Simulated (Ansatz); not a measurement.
Take the following structure.

Space group Cmce (No. 64). a = 3.317 Å, b = 10.298 Å, c = 4.203 Å, α = 90.00°, β = 90.00°, γ = 90.00°
```
atom  site  symmetry       x       y       z
   P    8f       m..  0.0000  0.6052  0.5732
```

**Say what kind of structure these coordinates give.**

The element is phosphorus. Its lattice is base-centred orthorhombic, its space group Cmce (No. 64). The cell holds eight atoms. Each P is bonded to three P in a trigonal pyramidal arrangement at 2.23 to 2.25 Å. The bonds build P layers parallel to (010).

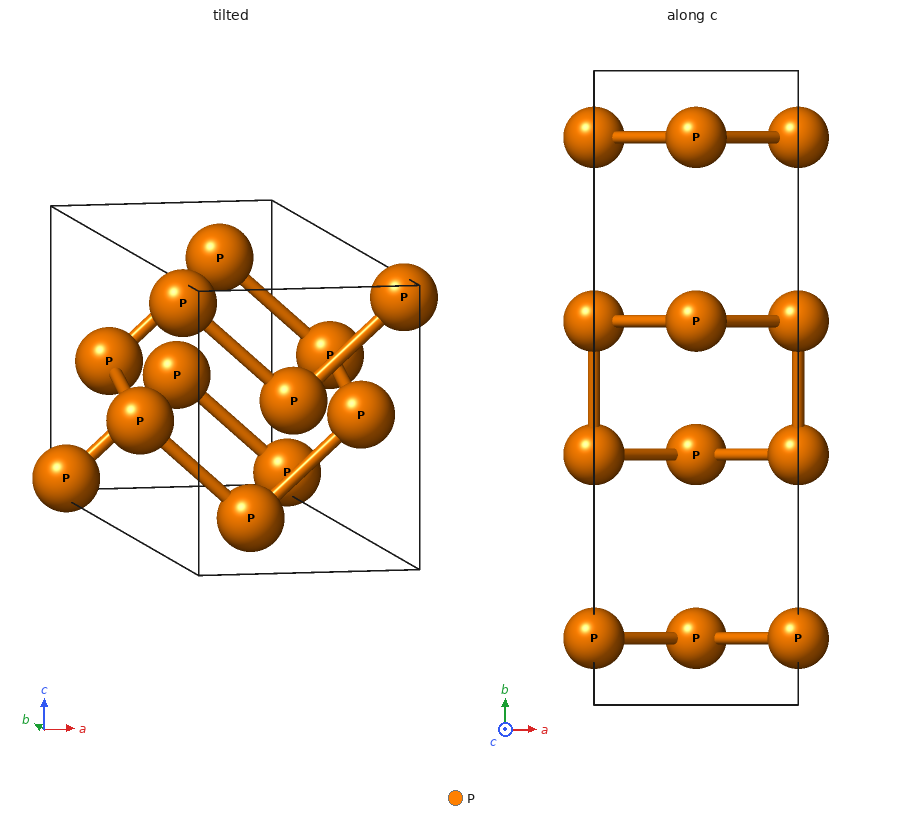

The image is a ball-and-stick drawing of a crystal, viewed slightly off an axis and along the c axis. The parallelepiped is the conventional unit cell.

Its origin is a structure type known for this element. Atoms and cell were optimised with Ansatz 0.2.0, DFT PBEsol, scalar-relativistic, plane waves, PAW.
